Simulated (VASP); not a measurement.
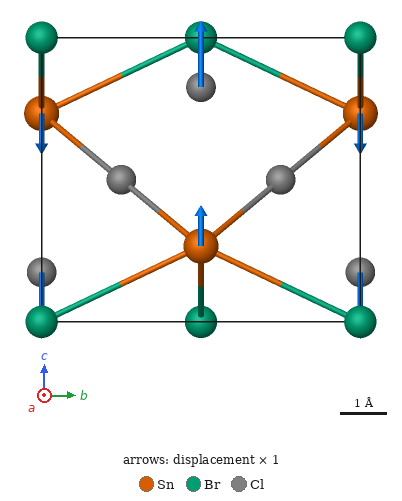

This is a relaxation of crystalline SnBrCl3 (a generated structure, set up in P4/nmm). The starting structure is drawn; blue arrows show the displacements (the part carried along by the change of the cell is left out), at their true length.

The picture is a ball-and-stick view of the cell of the calculation, seen along the a axis.

The run lets cell and atoms move.

All numbers below come from Kohn-Sham DFT of a periodic cell, PBE, VASP PAW PBE potentials, recommended (VASP).

Input
```
PREC = Normal ; ENCUT = 520
EDIFF = 1E-4 ; ISMEAR = 0
SIGMA = 0.15 ; LREAL = Auto
LASPH = True ; NELM = 60
ALGO = Fast ; ISIF = 3
LWAVE = False ; LCHARG = False
GGA = PE ; IBRION = 2
NSW = 24 ; EDIFFG = -0.08
```

Command:
```bash
cat potpaw_PBE.64/Sn_d/POTCAR potpaw_PBE.64/Br/POTCAR potpaw_PBE.64/Cl/POTCAR > POTCAR
mpirun -np 1 vasp_std > vasp.out
```

Which element moves most?

Answer. Chlorine: up to 1.45 Å, against 0.90 Å for tin.

What did the optimiser do to the structure, and how much energy did it gain?

Answer. The largest moves relative to the cell, 1.45 Å, are those of Cl atoms. Largest moves by element: Cl 1.45 Å, Sn 0.90 Å. Br stays in place. The drawn cell changes as follows: a = b 6.943 → 7.053 Å (+1.6 %), c 6.192 → 6.751 Å (+9.0 %); the volume changes by +12.5 %. Some distances before and after: Br–Sn 3.844 → 4.440 Å, Cl–Sn 2.731 → 2.422 Å, Cl–Sn 2.848 → 2.584 Å. Among the angles between lasting bonds that change: Cl–Sn–Cl 119.0° → 149.6°, Cl–Sn–Cl 120.5° → 105.2°, Cl–Sn–Cl 75.1° → 86.1°. The space group stays P4/nmm (No. 129). The energy falls by 239 meV per atom in 13 geometry steps. The largest force component goes from 1.3 to 0.057 eV/Å. Pressure: −2.18 GPa at the start and −0.01 GPa at the end. The volume changes by over a tenth within one run on a fixed set of plane waves, so the end point should be relaxed again from the new cell. It ran on 1 thread of Intel(R) Xeon(R) Platinum 8559C (Emerald Rapids), on a shared host.
